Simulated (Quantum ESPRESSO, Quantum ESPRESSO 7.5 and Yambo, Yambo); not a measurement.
## A GW chain in Yambo: Diamond (Fd-3m, 2 atoms a cell)

Aim: the G0W0 gap of Diamond (Fd-3m, 2 atoms a cell) on PBE, step by step.

Program: Quantum ESPRESSO 7.5 and Yambo 5.3.0. Level of theory: PBE and many-body steps on it, plane waves. Results are calculated unless marked as measured.

**The experiments to reproduce.**

- Gap 5.5 eV: band gap, experimental literature value; bulk crystal (quoted in “Fermi level pinning by defects can explain the large reported carbon 1s binding energy variations in diamond”, 2019, arxiv:1902.02958).

- Gap 5.47 eV: experimental band gap used as input; bulk crystal (quoted in “Enhanced Electron Emission Performance and Air‐Surface Stability in ScO‐Terminated Diamond for Thermionic Energy Converters”, 2024, pmc:11600692).

Most raw output is cut from this account.

**1. Starting point**

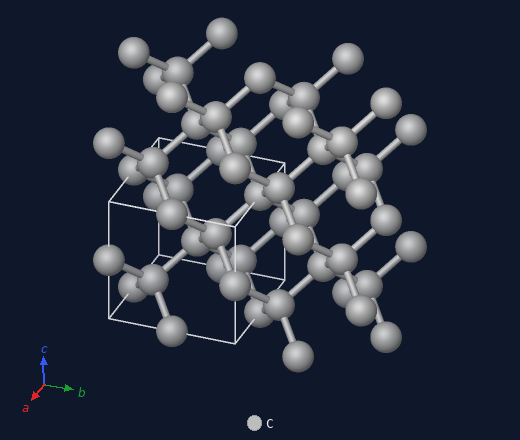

The cell as given, from a free direction (carbon light grey). 1×2×2 cells are drawn. This picture shows the conventional cell, with its axes. Some periodic images of atoms are drawn too.

The cell and positions come from the Crystallography Open Database and are kept as given unless a step says otherwise.

**2. Ground state**

This step: Quantum ESPRESSO 7.5; DFT, PBE, plane waves, norm-conserving pseudopotentials.

The ground-state density comes first.

Contents of pw.in:

```
&control
  calculation = 'scf'
  prefix = 'x'
  outdir = 'o'
  pseudo_dir = 'pseudo'
/
&system
  ibrav = 0
  nat = 2
  ntyp = 1
  ecutwfc = 74.0
  nbnd = 9
  force_symmorphic = .true.
/
&electrons
  conv_thr = 1e-10
  electron_maxstep = 80
  mixing_beta = 0.5
/
ATOMIC_SPECIES
  C 12.011 C.upf
CELL_PARAMETERS angstrom
  -0.0000000000 1.7833700000 1.7833700000
  1.7833700000 -0.0000000000 1.7833700000
  1.7833700000 1.7833700000 0.0000000000
ATOMIC_POSITIONS crystal
  C 0.0000000000 0.0000000000 0.0000000000
  C 0.2500000000 0.2500000000 0.2500000000
K_POINTS automatic
  10 10 10 0 0 0
```

Started as:

```bash
$ OMP_NUM_THREADS=1 mpirun -n 8 pw.x -nk 8 -in pw.in > pw.out
```

It took 2.1 s on 8 MPI ranks of Arm Neoverse N1, shared host; peak memory 0.34 GiB.

This step gave:

```yaml
total_energy: -327.5613 eV
gap: 4.229 eV
k_of_the_valence_top: 0, 0, 0
k_of_the_conduction_bottom: 0, 0.4, 0.4
least_direct_gap: 5.626 eV
```

The gap is indirect, with the least direct gap 1.40 eV higher.

**3. Bands along the symmetry lines**

The cheap functional maps the bands first; the places of the edges decide which points the dearer methods must see.

Contents of pw.in:

```
&control
  calculation = 'bands'
  prefix = 'x'
  outdir = 'o'
  pseudo_dir = 'pseudo'
/
&system
  ibrav = 0
  nat = 2
  ntyp = 1
  ecutwfc = 74.0
  nbnd = 10
  force_symmorphic = .true.
/
&electrons
  conv_thr = 1e-9
  electron_maxstep = 80
  diago_full_acc = .true.
  diago_thr_init = 5e-6
/
ATOMIC_SPECIES
  C 12.011 C.upf
CELL_PARAMETERS angstrom
  -0.0000000000 1.7833700000 1.7833700000
  1.7833700000 -0.0000000000 1.7833700000
  1.7833700000 1.7833700000 0.0000000000
ATOMIC_POSITIONS crystal
  C 0.0000000000 0.0000000000 0.0000000000
  C 0.2500000000 0.2500000000 0.2500000000
K_POINTS crystal
  50
  0.00000000 0.00000000 0.00000000 1
  0.06250000 0.00000000 0.06250000 1
  0.12500000 0.00000000 0.12500000 1
  0.18750000 0.00000000 0.18750000 1
  0.25000000 0.00000000 0.25000000 1
  0.31250000 0.00000000 0.31250000 1
  0.37500000 0.00000000 0.37500000 1
  0.43750000 0.00000000 0.43750000 1
  0.50000000 0.00000000 0.50000000 1
  0.51562500 0.03125000 0.51562500 1
  0.53125000 0.06250000 0.53125000 1
  0.54687500 0.09375000 0.54687500 1
  0.56250000 0.12500000 0.56250000 1
  0.57812500 0.15625000 0.57812500 1
  0.59375000 0.18750000 0.59375000 1
  0.60937500 0.21875000 0.60937500 1
  0.62500000 0.25000000 0.62500000 1
  0.37500000 0.37500000 0.75000000 1
  0.32812500 0.32812500 0.65625000 1
  0.28125000 0.28125000 0.56250000 1
  0.23437500 0.23437500 0.46875000 1
  0.18750000 0.18750000 0.37500000 1
  0.14062500 0.14062500 0.28125000 1
  0.09375000 0.09375000 0.18750000 1
  0.04687500 0.04687500 0.09375000 1
  0.00000000 0.00000000 0.00000000 1
  0.06250000 0.06250000 0.06250000 1
  0.12500000 0.12500000 0.12500000 1
  0.18750000 0.18750000 0.18750000 1
  0.25000000 0.25000000 0.25000000 1
  0.31250000 0.31250000 0.31250000 1
  0.37500000 0.37500000 0.37500000 1
  0.43750000 0.43750000 0.43750000 1
  0.50000000 0.50000000 0.50000000 1
  0.50000000 0.46875000 0.53125000 1
  0.50000000 0.43750000 0.56250000 1
  0.50000000 0.40625000 0.59375000 1
  0.50000000 0.37500000 0.62500000 1
  0.50000000 0.34375000 0.65625000 1
  0.50000000 0.31250000 0.68750000 1
  0.50000000 0.28125000 0.71875000 1
  0.50000000 0.25000000 0.75000000 1
  0.50000000 0.21875000 0.71875000 1
  0.50000000 0.18750000 0.68750000 1
  0.50000000 0.15625000 0.65625000 1
  0.50000000 0.12500000 0.62500000 1
  0.50000000 0.09375000 0.59375000 1
  0.50000000 0.06250000 0.56250000 1
  0.50000000 0.03125000 0.53125000 1
  0.50000000 0.00000000 0.50000000 1
```

Elapsed: 1.3 s, on 8 MPI ranks; peak memory 0.05 GiB; 9.6 s of CPU time.

This step gave:

| Property | Result |
| --- | --- |
| gap | 4.190 eV |
| k of the valence top | 0, 0, 0 |
| k of the conduction bottom | 0.375, 0, 0.375 |
| least direct gap | 5.626 eV |

The gap is 4.190 eV, −0.039 eV from the run before at this level.

The electronic bands at the labelled points (eV, zero at the top of the highest filled band; v1 is the highest filled band, c1 the lowest empty one):

```
    point      v4      v3     v2     v1     c1     c2     c3     c4
        Γ  -21.49    0.00   0.00   0.00   5.63   5.63   5.63  13.33
        X  -12.78  -12.78  -6.32  -6.32   4.83   4.83  16.82  16.82
        U  -12.99  -11.74  -9.33  -5.38   5.74  10.80  14.39  15.64
jump to K  -12.99  -11.74  -9.33  -5.38   5.74  10.80  14.39  15.64
        Γ  -21.49    0.00   0.00   0.00   5.63   5.63   5.63  13.33
        L  -15.71  -13.39  -2.81  -2.81   8.52   8.52   8.89  15.71
        W  -11.99  -11.99  -8.33  -8.33  10.68  10.68  12.35  12.35
        X  -12.78  -12.78  -6.32  -6.32   4.83   4.83  16.82  16.82
```

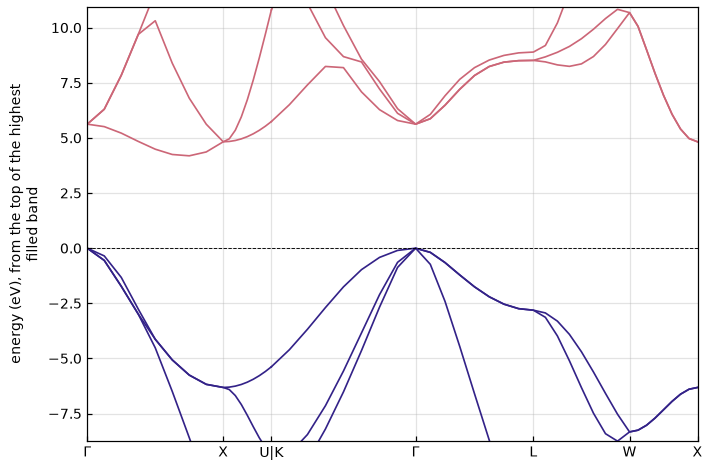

Electronic bands along the path; lines of filled and empty bands in two colours.

**4. Empty states on the mesh, 8×8×8 mesh, 29 bands**

The sums over transitions need many empty states on a uniform mesh; this step solves for them.

Contents of pw.in:

```
&control
  calculation = 'nscf'
  prefix = 'x'
  outdir = 'o'
  pseudo_dir = 'pseudo'
/
&system
  ibrav = 0
  nat = 2
  ntyp = 1
  ecutwfc = 74.0
  nbnd = 29
  force_symmorphic = .true.
/
&electrons
  conv_thr = 1e-9
  electron_maxstep = 80
  diago_full_acc = .true.
  diago_thr_init = 5e-6
/
ATOMIC_SPECIES
  C 12.011 C.upf
CELL_PARAMETERS angstrom
  -0.0000000000 1.7833700000 1.7833700000
  1.7833700000 -0.0000000000 1.7833700000
  1.7833700000 1.7833700000 0.0000000000
ATOMIC_POSITIONS crystal
  C 0.0000000000 0.0000000000 0.0000000000
  C 0.2500000000 0.2500000000 0.2500000000
K_POINTS automatic
  8 8 8 0 0 0
```

Started as:

```bash
$ OMP_NUM_THREADS=1 mpirun -n 8 pw.x -nk 4 -in pw.in > pw.out
```

Elapsed: 1.9 s, on 8 MPI ranks; peak memory 0.05 GiB.

This step gave:

```
gap                                                           : 4.190 eV
k of the valence top                                          : 0, 0, 0
k of the conduction bottom                                    : 0, 0.375, 0.375
least direct gap                                              : 5.626 eV
k points computed                                             : 29
lowest point of the top converged band, above the valence top : 78.1825 eV
```

On this mesh the gap is 4.190 eV.

**5. Conversion and set-up**

This step: Yambo 5.3.0; conversion and set-up on PBE, plane waves, norm-conserving pseudopotentials.

The states are converted to the many-body program's format and the q mesh is built.

Started as:

```bash
$ (cd o/x.save; p2y > p2y.log; mv SAVE ../..); yambo > setup.log
```

Run time: 2.1 s. Hardware: 1 MPI rank; peak memory 0.23 GiB.

**6. Screening and self-energy, 8×8×8 mesh, 29 bands, screening to 129.3 eV**

G0W0 replaces the xc potential by the self-energy, built once from these orbitals. Only a window of levels is corrected, while the sums run over the empty bands that the input names.

This step: G0W0 on PBE, plane waves, norm-conserving pseudopotentials.

Contents of gw1.in:

```
HF_and_locXC
gw0
dyson
ppa
em1d
rim_cut
RandQpts= 1000000
RandGvec= 1 RL
EXXRLvcs= 74 Ry
VXCRLvcs= 296 Ry
Chimod= "HARTREE"
% BndsRnXp
 1 | 29 |
%
NGsBlkXp= 9.5 Ry
% LongDrXp
 1 | 1 | 1 |
%
% GbndRnge
 1 | 29 |
%
DysSolver= "n"
ExtendOut
PPAPntXp= 27.21138 eV
% QPkrange
 1 | 29 | 2 | 6 |
%
```

Started as:

```bash
$ OMP_NUM_THREADS=1 mpirun -n 8 yambo -F gw1.in -J gw1 -C gw1 > gw1.log
```

Wall time 3 min (8 MPI ranks); peak memory 2.6 GiB; 24 min of CPU time.

Numbers from this step:

```
G0W0 gap on the mesh                         : 5.393 eV
starting gap on the mesh                     : 4.190 eV
k of the valence top                         : 0, 0, 0
k of the conduction bottom                   : 0, 0.375, 0.375
least direct G0W0 gap on the computed points : 7.368 eV
Z at the valence top                         : 0.8335
Z at the conduction bottom                   : 0.8433
```

The gap on the mesh goes from 4.19 eV to 5.39 eV, a correction of +1.20 eV. The start differs from the 4.23 eV found before because the two sample other k points.

Limits: finite bands, cutoff and mesh. v1 is the top filled band, c1 the lowest empty one. Levels before and after the correction, in eV, zero at the valence-band top of each column:

```
           conduction bottom  valence top
Kohn-Sham               4.19         0.00
     G0W0               5.39         0.00
```

```
                           level  energy (eV)
Kohn-Sham                Γ v3-v1        0.000
Kohn-Sham                Γ c1-c2        5.626
Kohn-Sham     (0 0.375 0.375) v3       -8.593
Kohn-Sham  (0 0.375 0.375) v2-v1       -5.754
Kohn-Sham     (0 0.375 0.375) c1        4.190
Kohn-Sham     (0 0.375 0.375) c2        6.803
     G0W0                Γ v3-v1        0.000
     G0W0                Γ c1-c2        7.368
     G0W0     (0 0.375 0.375) v3       -9.448
     G0W0  (0 0.375 0.375) v2-v1       -6.199
     G0W0     (0 0.375 0.375) c1        5.393
     G0W0     (0 0.375 0.375) c2        7.976
```

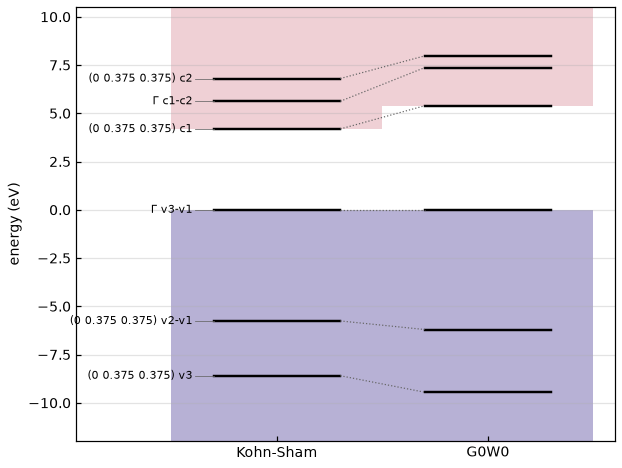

Levels before and after the correction. Shaded: valence and conduction bands.

**7. Where the time went**

Times are wall times on the hardware named with each run, good to a factor of about two.

```
                          step   time  share  memory (GiB)
                  ground state  2.1 s    1 %          0.34
bands along the symmetry lines  1.3 s    1 %          0.05
      empty states on the mesh  1.9 s    1 %          0.05
         conversion and set-up  2.1 s    1 %          0.23
     screening and self-energy  3 min   96 %           2.6
```

**8. Results**

```json
{"PBE gap": "4.19 eV, indirect", "G0W0 gap on the mesh": "5.39 eV", "GW settings": "8×8×8 mesh, 29 bands, screening to 129.3 eV, Godby-Needs plasmon pole", "known limits": "not at the basis limit"}
```

G0W0 moves the gap on the mesh from 4.19 eV to 5.39 eV (+1.20 eV), with Z of 0.83 and 0.84 at the edges. The dearest step here is «screening and self-energy». Against experiment, by G0W0@PBE: the gap of 5.39 eV lies −0.11 eV from the measured 5.5 eV (kind not stated, quoted 2019); the gap of 5.39 eV lies −0.08 eV from the measured 5.47 eV (kind not stated, quoted 2024). The calculation has static nuclei and no excitons; a measured gap holds zero-point and thermal motion, which mostly lowers it. Bands and cutoff are finite, so the gap is not at the basis limit. The miss can reach some tenths of an eV and take either sign; the mesh is an error of its own.

[Paths, hosts, dates, memory and timing lines, banners, echoed tables and standing remarks are left out of the program output.]

[Logs are printed without paths, hosts, clocks, repeated set-up lines and the standing remarks that a program may print on its own settings, such as how far it seeks lower states.]

[Runs of the session that timed out or met a known fault of the program may be left out.]

[Hosts, paths, dates, database ids (printed as entryN), source tags and the programs' standing remarks are cut or masked in the printed files.]
